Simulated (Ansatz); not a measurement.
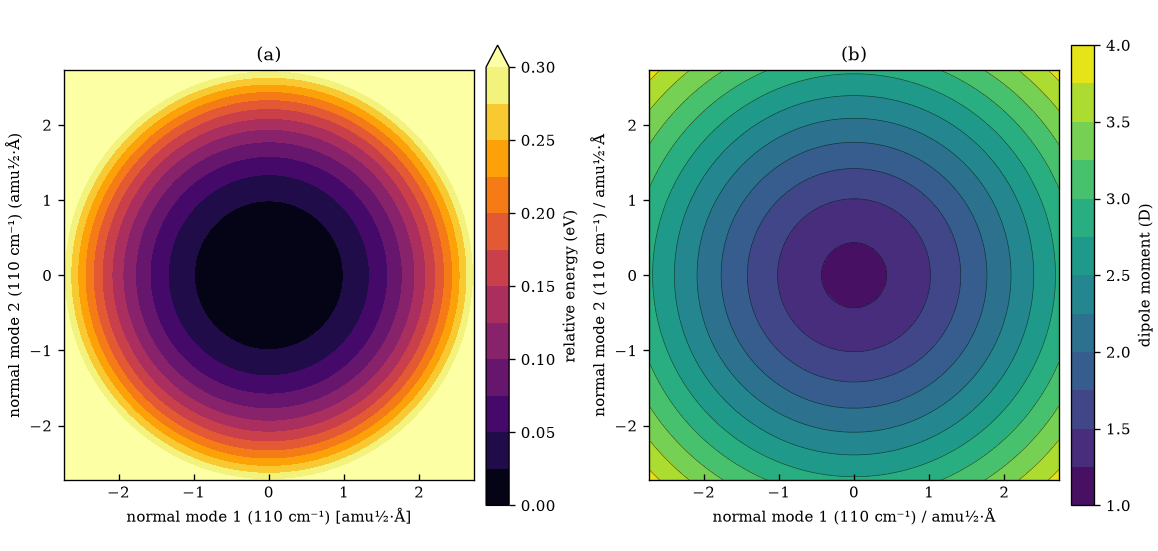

FIZn, SMILES [F][Zn][I]. The first coordinate is: normal mode 1 (110 cm⁻¹); the second: normal mode 2 (110 cm⁻¹). Nothing is relaxed (straight displacements along the two mass-weighted modes). The scan uses a 9 × 9 grid; 15 points were computed and 66 follow by symmetry. Energies: eV, counted from the relaxed molecule at the same level. Method: RHF/def2-TZVP in Ansatz.

Panel (a) is the energy and panel (b) the computed dipole moment on the same grid.

In the figure: filled contours, one colour for all values above the top of the scale. Between grid points the surface is interpolated.

Q: How does the dipole moment vary over the map, and what is it at the lowest grid point?

A: Leaving out the highest fifth of the energies, it runs from 1.19 D at normal mode 1 (110 cm⁻¹) = 0.00 amu½·Å, normal mode 2 (110 cm⁻¹) = 0.00 amu½·Å to 3.08 D at normal mode 1 (110 cm⁻¹) = −2.73 amu½·Å, normal mode 2 (110 cm⁻¹) = −1.36 amu½·Å. At the lowest grid point, normal mode 1 (110 cm⁻¹) = 0.00 amu½·Å, normal mode 2 (110 cm⁻¹) = 0.00 amu½·Å, it is 1.19 D.
